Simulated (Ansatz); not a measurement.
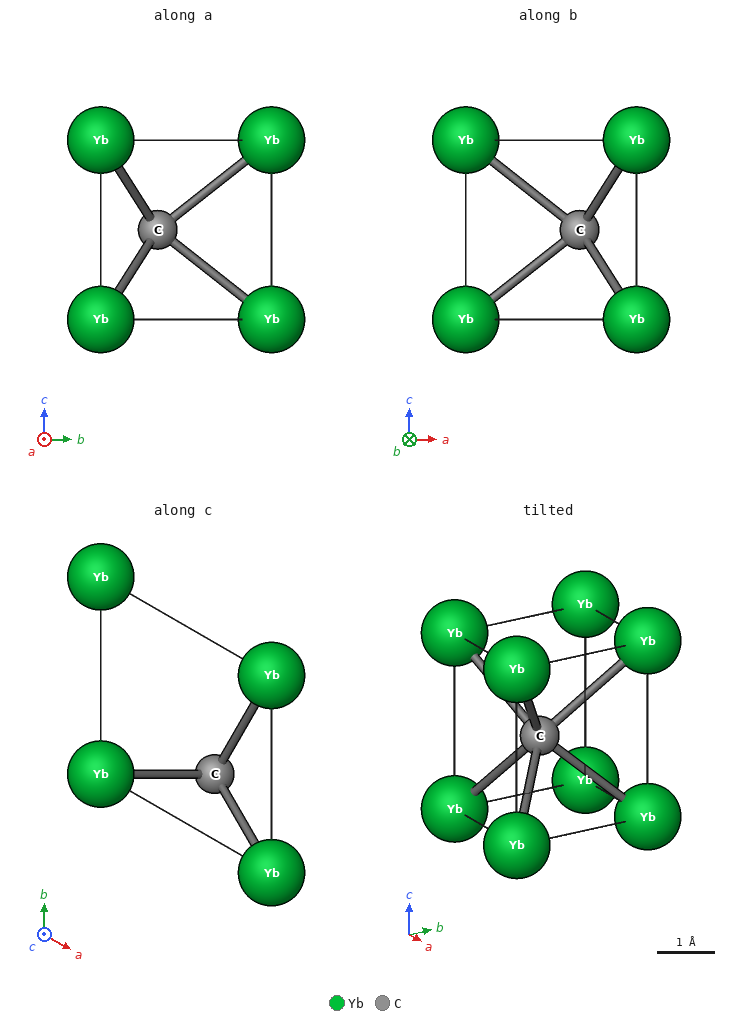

The crystal in a ball-and-stick representation, seen along the a axis, along the b axis, along the c axis and slightly off an axis. Lines trace the edges of the conventional unit cell.

Lattice parameters: a = 3.495 Å, b = 3.495 Å, c = 3.181 Å, α = 90.00°, β = 90.00°, γ = 120.00°. Put a along x and b in the xy plane.

Give the atomic positions as a POSCAR file.

Answer.
```
Yb C
1.0
     3.495    0.000    0.000
    -1.747    3.027    0.000
     0.000    0.000    3.181
Yb C
1 1
Direct
  0.0000 0.0000 0.0000
  0.6667 0.3333 0.5000
```

Provenance: a structure type filled with these elements by a generator (whether the compound takes this form wasn't checked). Earlier steps of the study, as a rule a relaxation of our own, may have changed the cell and positions, so they can lie some per cent off the listed ones. It went into a calculation with Ansatz.
